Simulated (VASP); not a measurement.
Energy against volume of PdIn (CsCl type). Computed with optB88-vdW, VASP's PBE PAW potentials (set 64) (plane waves; VASP).

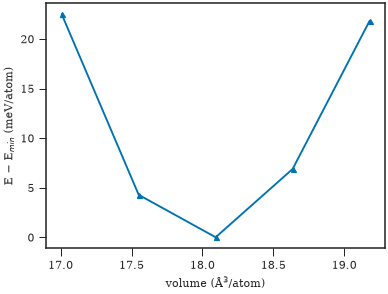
Fig. 1. Energy against volume

Task: Estimate the equilibrium volume and the bulk modulus.

Result: The minimum lies near 18.0 Å³/atom, and the curvature gives B0 of about 110 GPa.

The compound is PdIn in the CsCl type structure. It was relaxed first.
